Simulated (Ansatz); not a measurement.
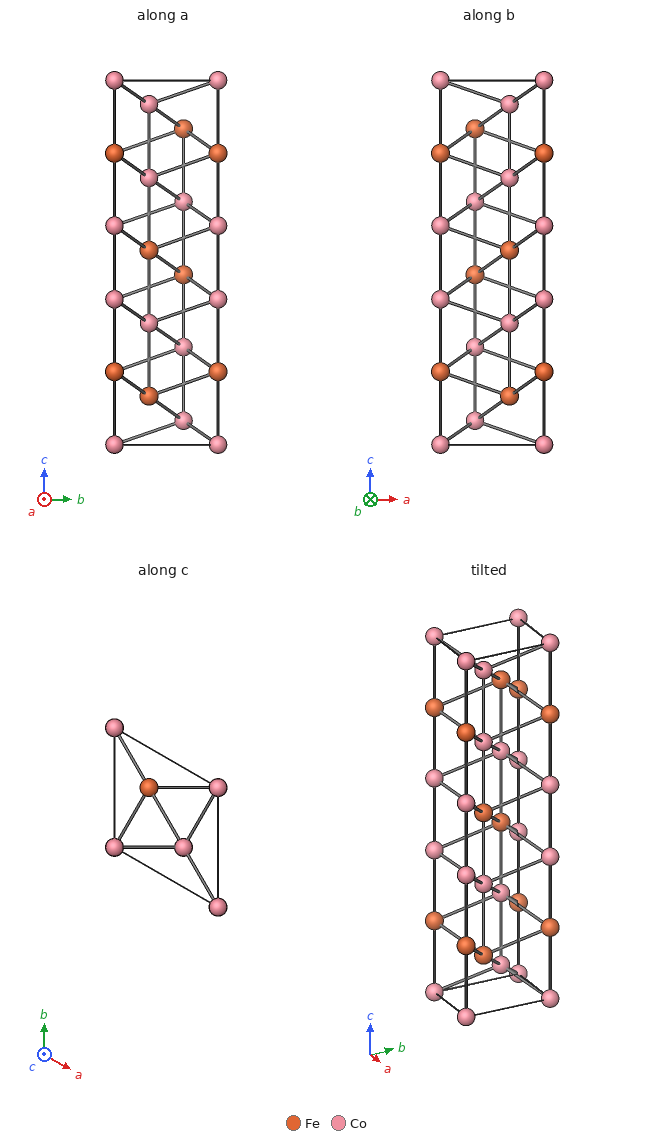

Shown here is a ball-and-stick view of the crystal, taken along the a axis, along the b axis, along the c axis and slightly off an axis. The box is the conventional unit cell; atoms on or close to its faces, edges and corners are drawn wherever they repeat.

Lattice parameters: a = 3.9726 Å, b = 3.9726 Å, c = 12.1042 Å, α = 90.000°, β = 90.000°, γ = 120.000°.

### Convert the drawing into a CIF in P1 with every atom of the cell, with free fractional coordinates to two decimals.

```cif
data_structure
_symmetry_space_group_name_H-M 'P 1'
_symmetry_Int_Tables_number 1
_cell_length_a 3.9726
_cell_length_b 3.9726
_cell_length_c 12.1042
_cell_angle_alpha 90.000
_cell_angle_beta 90.000
_cell_angle_gamma 120.000
_cell_volume 165.43
loop_
_atom_site_label
_atom_site_type_symbol
_atom_site_fract_x
_atom_site_fract_y
_atom_site_fract_z
_atom_site_occupancy
Fe1 Fe 0.00 0.00 0.80 1
Fe2 Fe 0.3333 0.6667 0.87 1
Co1 Co 0.6667 0.3333 0.93 1
Co2 Co 0.00 0.00 0.00 1
Co3 Co 0.6667 0.3333 0.73 1
Fe3 Fe 0.6667 0.3333 0.13 1
Fe4 Fe 0.00 0.00 0.20 1
Co4 Co 0.3333 0.6667 0.27 1
Co5 Co 0.6667 0.3333 0.3333 1
Co6 Co 0.3333 0.6667 0.07 1
Fe5 Fe 0.3333 0.6667 0.47 1
Fe6 Fe 0.6667 0.3333 0.53 1
Co7 Co 0.00 0.00 0.60 1
Co8 Co 0.3333 0.6667 0.6667 1
Co9 Co 0.00 0.00 0.40 1
```

The initial geometry was a structure type filled with these elements by a generator (whether the compound takes this form wasn't checked). It was relaxed at fixed volume with DFT PBE, scalar-relativistic, plane waves, PAW in Ansatz.

At this level of theory the run's own cell isn't at rest (compressed, at 6 GPa), so its distances can differ from those at equilibrium, the more so the softer the solid.
